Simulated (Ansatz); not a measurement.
**InH3 (SMILES [InH3]) at HSE06/def2-TZVP (core potential)**

Aim: the electronic atomisation energy of InH3 at HSE06/def2-TZVP (core potential), from 3 runs. 

Program for the calculation: Ansatz 0.2.0.

32 further runs of the same task are left out: 3 that didn't finish, 29 set aside as unsound or not needed.

### 1 Starting point

The species is InH3 (4 atoms), meant as a singlet with charge 0. As SMILES, `[InH3]`. The shape is that of a PBE0-D4/def2-TZVP optimisation.

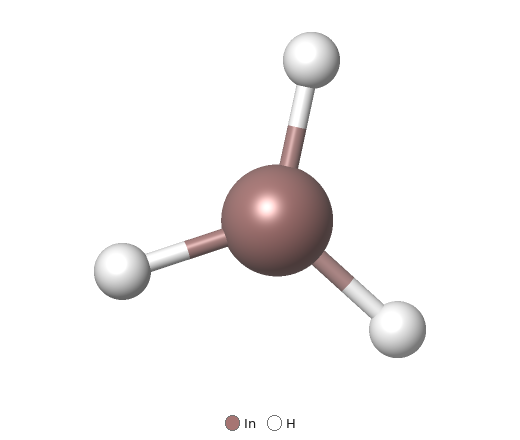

The structure, seen from a chosen angle (indium brown, hydrogen white).

### 2 The energy at HSE06/def2-TZVP (core potential)

in.yaml reads:

```yaml
basis:
  gaussian: {orbitals: def2-TZVP}
crystal:
  periodic: [false, false, false]
  atoms:
    - {symbol: In, position_ang: [0.013900, -0.015100, -0.005100]}
    - {symbol: H, position_ang: [0.415500, 1.516000, 0.678200]}
    - {symbol: H, position_ang: [-1.095600, -0.107300, -1.321400]}
    - {symbol: H, position_ang: [0.721800, -1.454000, 0.628000]}
accuracy: high
output: {orbitals: {seedname: orbitals}}
magnetization: {spin_polarized: false}
hamiltonian: {xc: hse06}
```

Started as:

```console
ansatz run in.yaml --threads 1 --pin off --max-ram 3480MiB --events-out events.jsonl --progress --plain --runs-dir runs
```

Output:

```text
Warning: RAYON_NUM_THREADS=1 ignored (pool sized by the plan → 1); use --threads N
Functional definition: HSE06
  name "HSE06"
  parameter a = 0.25
  parameter omega = 0.11/bohr
  exchange = pbe_x - a*pbe_x_sr(omega) + a*exact_x_sr(omega)
  correlation = pbe_c
1334 factors; integrals over basis functions are off by at most 2.7e-9 eV
91 factors; integrals over basis functions are off by at most 2.6e-9 eV
mean field evaluation 1: about -5220.7832 eV, gradient 1.4e1 eV
mean field evaluation 2: about -5221.2039 eV, gradient 9.9e0 eV
mean field evaluation 4: about -5221.4041 eV, gradient 1.4e-1 eV
mean field evaluation 8: about -5221.4031 eV, gradient 1.5e-3 eV
mean field evaluation 16: about -5221.4031 eV, gradient 6.6e-8 eV
mean field -5221.40310601 eV, -191.8830249518 hartree, gradient 6.6e-8 eV, S^2 0.000000; 0 other end points of the search recorded, 0 dependent functions left out
reference -5221.40311075 eV, -191.8830251259 hartree; 12, 12 occupied and 56, 56 virtual orbitals, 1334 factors
Total energy: -5221.40311075 eV, -191.8830251259 hartree
```

Run time: 3.6 s. Hardware: 1 thread of Arm Neoverse V2, shared host; peak memory 0.16 GiB.

### 3 The H atom

input.yaml reads:

```yaml
crystal:
  periodic: [false, false, false]
  atoms:
    - symbol: H
      position_ang: [0.000000, 0.000000, 0.000000]
basis:
  gaussian: {orbitals: def2-TZVP}
magnetization: {spin_polarized: true, initial_magnetization: 1}
hamiltonian: {xc: {name: HSE06}}
accuracy: high
```

Started as:

```console
ansatz run input.yaml --threads 1 --pin off --max-ram 3480MiB --events-out events.jsonl --progress --plain --runs-dir runs
```

Output, cut to the lines that bear on the results:

```text
Warning: RAYON_NUM_THREADS=1 ignored (pool sized by the plan → 1); use --threads N
[... 6 set-up lines as earlier in the session ...]
21 factors; integrals over basis functions are off by at most 4.9e-8 eV
14 factors; integrals over basis functions are off by at most 2.9e-10 eV
mean field evaluation 1: about -13.6267 eV, gradient 1.2e-1 eV
mean field evaluation 2: about -13.6260 eV, gradient 1.2e-1 eV
mean field evaluation 4: about -13.6261 eV, gradient 3.5e-4 eV
mean field evaluation 8: about -13.6261 eV, gradient 2.4e-10 eV
mean field -13.62611853 eV, -0.5007506200 hartree, gradient 7.1e-9 eV, S^2 0.750000; 0 other end points of the search recorded, 0 dependent functions left out
reference -13.62612104 eV, -0.5007507122 hartree; 1, 0 occupied and 5, 6 virtual orbitals, 21 factors
Total energy: -13.62612104 eV, -0.5007507122 hartree
```

Run time: 0.23 s. Hardware: 1 thread of Arm Neoverse V2, shared host.

### 4 The In atom, same level

molecule.yaml reads:

```yaml
crystal:
  periodic: [false, false, false]
  atoms:
    - {symbol: In, position_ang: [0.000000, 0.000000, 0.000000]}
basis:
  gaussian:
    orbitals: def2-TZVP
magnetization:
  spin_polarized: true
  initial_magnetization: 1
hamiltonian:
  xc: hse06
accuracy: high
```

Started as:

```console
ansatz run molecule.yaml --threads 1 --pin off --max-ram 3480MiB --events-out events.jsonl --progress --plain --runs-dir runs
```

Output, cut to the lines that bear on the results:

```text
Warning: RAYON_NUM_THREADS=1 ignored (pool sized by the plan → 1); use --threads N
[... 6 set-up lines as earlier in the session ...]
511 factors; integrals over basis functions are off by at most 2.5e-9 eV
74 factors; integrals over basis functions are off by at most 6.0e-10 eV
mean field evaluation 1: about -5173.1999 eV, gradient 2.3e0 eV
mean field evaluation 2: about -5173.2363 eV, gradient 5.0e-1 eV
mean field evaluation 4: about -5173.2337 eV, gradient 5.1e-1 eV
mean field evaluation 8: about -5173.2348 eV, gradient 3.0e-3 eV
mean field evaluation 16: about -5173.2348 eV, gradient 9.2e-8 eV
mean field evaluation 32: about -5173.0760 eV, gradient 5.0e0 eV
mean field -5173.23479443 eV, -190.1128721506 hartree, gradient 5.3e-8 eV, S^2 0.753165; 2 other end points of the search recorded, 0 dependent functions left out
reference -5173.23479717 eV, -190.1128722515 hartree; 11, 10 occupied and 39, 40 virtual orbitals, 511 factors
Total energy: -5173.23479717 eV, -190.1128722515 hartree
```

Run time: 6 s. Hardware: 1 thread of Arm Neoverse V2, shared host; peak memory 0.12 GiB.

### 5 What came out

At HSE06/def2-TZVP (core potential):

| quantity | value |
| --- | --- |
| molecule: total energy | -191.88303 Eh |
| molecule: HOMO energy | -7.77 eV |
| molecule: LUMO energy | -2.25 eV |
| molecule: HOMO–LUMO gap | 5.52 eV |
| H atom: total energy | -0.50075 Eh |
| H atom: ⟨S²⟩ | 0.750 |
| In atom: total energy | -190.11287 Eh |
| In atom: ⟨S²⟩ | 0.753 |
| electronic atomisation energy | 7.290 eV |

What this shows: Taking the molecule apart into free atoms costs 7.29 eV (168 kcal/mol), before zero-point energy and without spin-orbit coupling.
